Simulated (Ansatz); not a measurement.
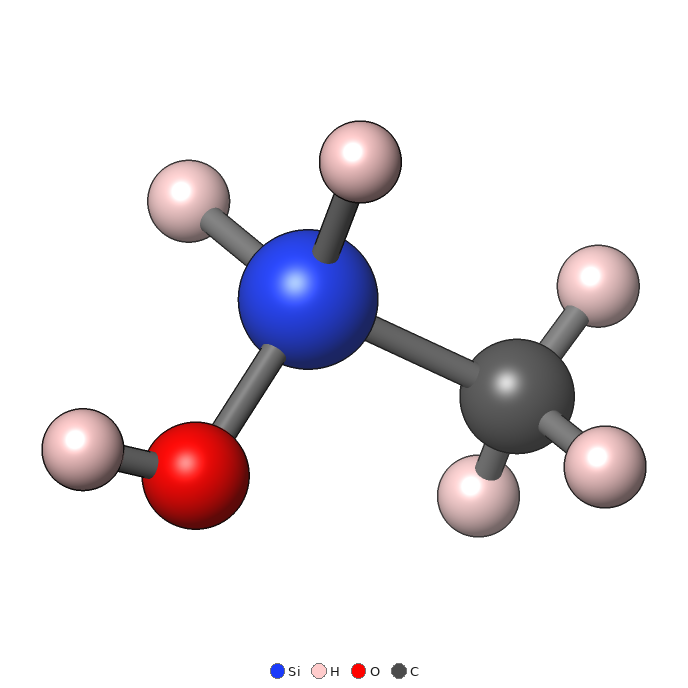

Computed geometry: PBE0-D4/def2-TZVP optimisation.

Identify the structure.

Formula CH6OSi. This geometry has Cs symmetry. Coordination: 1 Si tetrahedral; 1 O bent; 1 C tetrahedral.

The parts below concern this one geometry. Atoms keep their numbers from picture to picture.

**Dipole moment**

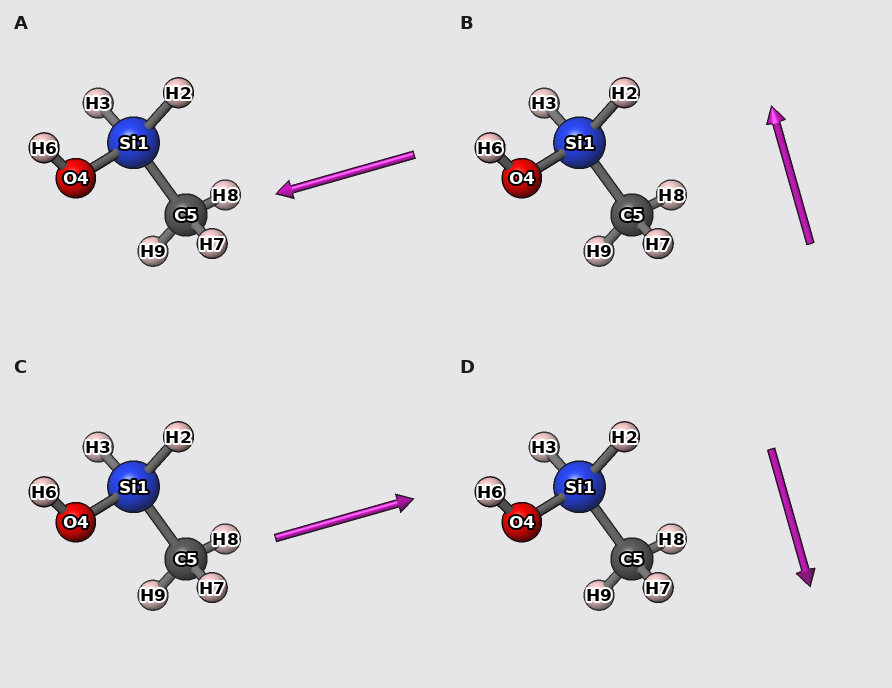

The same molecule four times, each with an arrow. Properties computed with RKS PBE0-D4/def2-TZVP (Ansatz 0.2.0).

Which arrow points along the dipole moment, from the negative to the positive end?

B. The dipole moment is 0.57 D; it points from the side of H7, H9 to the side of H2, H3 (the outermost atoms at the two ends).

**Thermal motion**

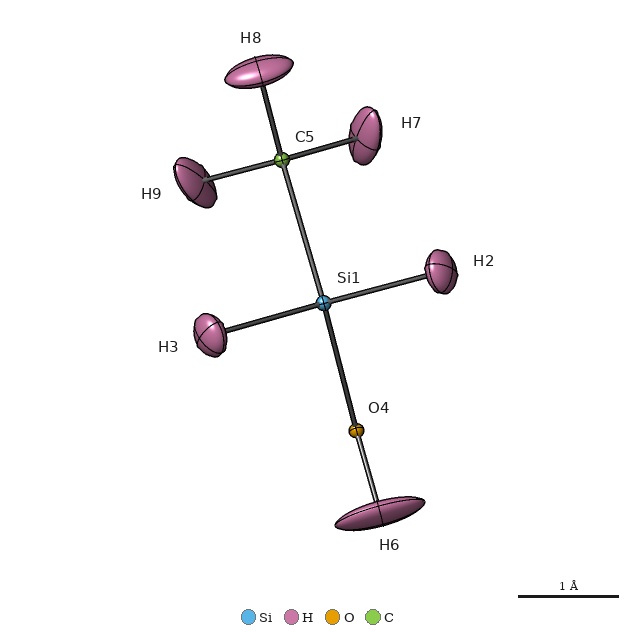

Displacement ellipsoids at the 50 % level, from the internal vibrations of the free molecule (harmonic, no overall translation or rotation; no half-axis is drawn under 0.075 Å). Vibrations computed with RKS PBE0-D4/def2-TZVP (Ansatz 0.2.0). Temperature: 100 K.

Which atom has the largest mean-square displacement?

H6, with U_eq = 0.0387 Å².

Does H6 move more along its bond or across it?

Across it: the root-mean-square amplitude is 0.075 Å along the bond and up to 0.299 Å across, since bending and torsion are softer than stretching.

List U_eq and the three principal root-mean-square amplitudes for each kind of atom.

```tsv
atom	U_eq (Å²)	rms amplitudes (Å)
Si1	0.00047	0.018, 0.018, 0.027
H2, H3	0.0163	0.088, 0.139, 0.148
O4	0.0011	0.027, 0.031, 0.041
C5	0.0011	0.021, 0.030, 0.043
H6	0.0387	0.075, 0.145, 0.299
H7, H9	0.0248	0.074, 0.140, 0.222
H8	0.0262	0.081, 0.142, 0.228
```

**Vibrations**

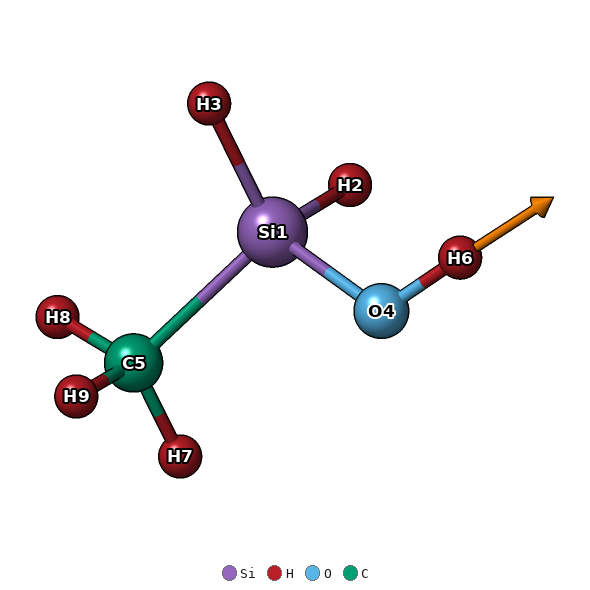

The arrows show one normal mode. Harmonic vibrations computed with RKS PBE0-D4/def2-TZVP (Ansatz 0.2.0) at a stationary point of the same level.

Describe the motion.

Mostly O–H stretching.

At what wavenumber does it lie?

3932 cm⁻¹; it is mode 21 of 21 counted from the lowest.
